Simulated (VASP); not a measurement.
Band structure of Li₂Se (antifluorite). These are r2SCAN+rVV10, VASP's PBE PAW potentials (set 64) (plane waves; VASP 6.6.1) values and carry that method's errors.

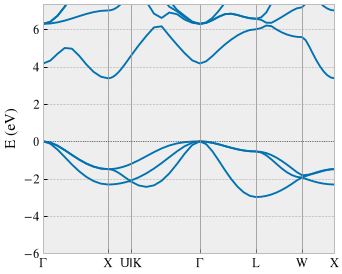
Fig. 1. Bands along high-symmetry lines, zero at the valence-band maximum or, without a gap, the Fermi level

Read the plot: is there a gap, and where are the band edges?

The gap is indirect, 3.38 eV, from the valence maximum at Γ to the conduction minimum at X.

The compound is Li2Se in the antifluorite structure. It was relaxed first.
